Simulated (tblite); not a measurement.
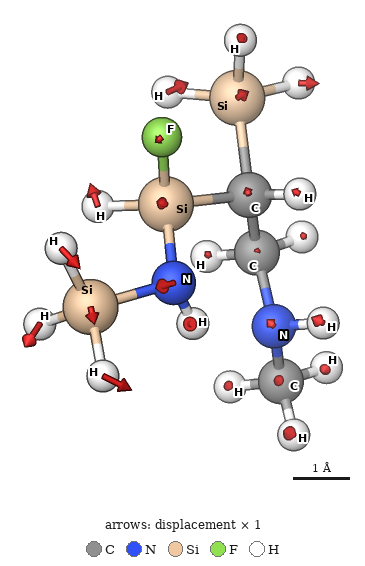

This is a relaxation of C$_{3}$H$_{15}$FN$_{2}$Si$_{3}$. The starting structure is drawn; red arrows show the displacements, at their true length. The two geometries are superimposed by the best rigid fit.

Style: ball-and-stick. Shown from a free direction.

These are results of tblite, GFN2-xTB geometry optimisation, gas phase, not measurements. 

Question: Describe the change and its energy.

Answer: The atom that moves furthest after the best rigid fit is an H atom (0.77 Å). Largest moves by element: H 0.77 Å, N 0.58 Å, Si 0.36 Å, C 0.22 Å, F 0.17 Å. Some distances before and after: Si–Si 2.783 → 3.115 Å, N–Si 1.687 → 1.733 Å, C–Si 1.870 → 1.895 Å, H–N 1.038 → 1.017 Å. Bond angles that change, for instance: Si–N–Si 110.2° → 129.3°, Si–C–Si 101.6° → 111.8°, F–Si–H 110.0° → 102.7°. Over 102 geometry steps the energy falls by 54.2 kJ/mol. The run took 2.2 s on 1 thread of Arm Neoverse N1, with other jobs on the host.
